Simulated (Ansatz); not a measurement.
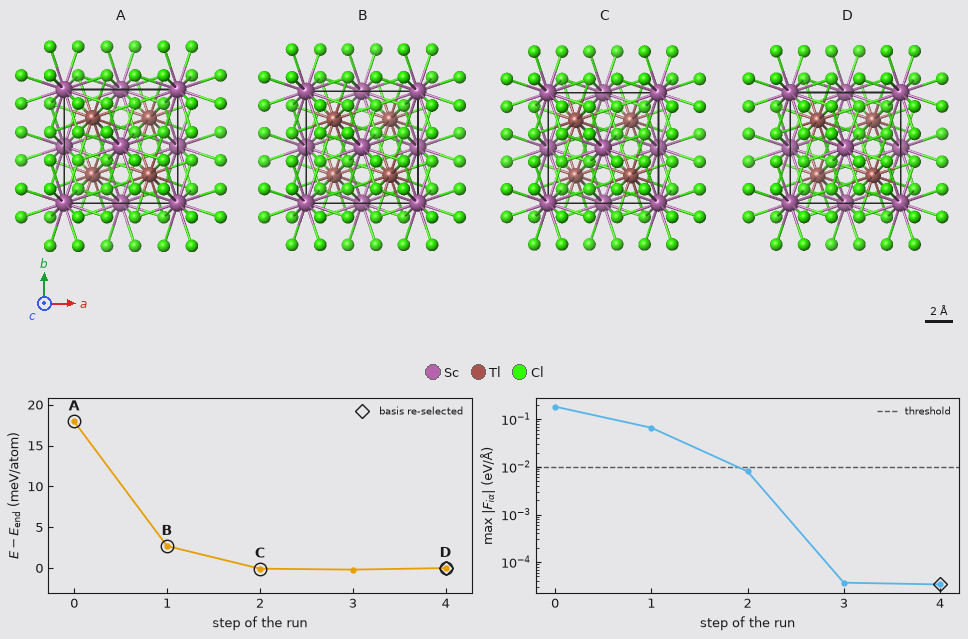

Frames of a relaxation of a crystal of ScTlCl4 (a generated structure, set up in F-43m), marked on the history of the run. A ball-and-stick model of the conventional cell (4 times the calculation's cell), seen along the c axis. Lengths and directions refer to the drawn axes.

These are results of Ansatz 0.2.0, DFT PBE, scalar-relativistic, plane waves, PAW, not measurements.

The input:
```yaml
crystal:
  lattice:
    - [0.0, 4.35365337, 4.35365337]
    - [4.35365337, 0.0, 4.35365337]
    - [4.35365337, 4.35365337, 0.0]
  atoms:
    - { symbol: Sc, position: [0.0, 0.0, 0.0], spin: 0.91 }
    - { symbol: Tl, position: [0.75, 0.75, 0.75] }
    - { symbol: Cl, position: [0.87082121, 0.37639293, 0.37639293], spin: 0.19 }
    - { symbol: Cl, position: [0.37639293, 0.37639293, 0.37639293], spin: 0.19 }
    - { symbol: Cl, position: [0.37639293, 0.87082121, 0.37639293], spin: 0.19 }
    - { symbol: Cl, position: [0.37639293, 0.37639293, 0.87082121], spin: 0.19 }
basis:
  ecutwfc: 420
kpoints:
  mp_grid: { grid: [8, 8, 8] }
hamiltonian:
  xc: pbe
scf:
  occupations: { method: gaussian, width: 0.1 }
output:
  forces: true
  stress: true
  eigenvalues: true
  populations: true
  write_density: true
  write_potential: true
  elf: true
  volumetric_format: npy
magnetization:
  spin_polarized: true
relax:
  adjacent_minimum: "off"
  f_tol: 0.01
  max_steps: 80
  cell: { stress_tol: 0.05 }
```

Command:
```bash
ansatz run input.yaml --threads 1 --pin off --max-ram 2048MiB --backend cpu --events-out ev --progress --plain --runs-dir out
```

### What happens along the run?

The energy falls by 18.0 meV per atom in 3 accepted moves (4 points after the start). The largest force component goes from 0.18 to under 0.0001 eV/Å. Pressure: −1.93 GPa at the start and −0.02 GPa at the end. At 1 point the geometry stayed and the basis and grid were re-selected for the new cell (energy shift of 0.2 meV per atom at most each time). The largest moves relative to the cell, 0.030 Å, are those of Cl3, Cl4, Cl5 and Cl6. Cl4 goes along [−1 1 −1]. Sc and Tl stay in place. The drawn cell changes as follows: a = b = c 8.707 → 8.472 Å (−2.7 %); the volume changes by −7.9 %. Among the contacts that change: Sc1–Cl3 3.614 → 3.511 Å, Tl2–Cl3 3.606 → 3.514 Å. The space group stays F-43m (No. 216). Cost: 3.7 min on 1 thread of Arm Neoverse V1, on a shared host, peak memory 0.58 GiB. From step 0 to 1: Cl atoms move most (0.04 Å), volume −4.9 %, energy −15.3 meV per atom. From step 1 to 2: volume −4.0 %, energy −2.8 meV per atom. From step 2 to 4: volume +0.8 %, energy +0.1 meV per atom.
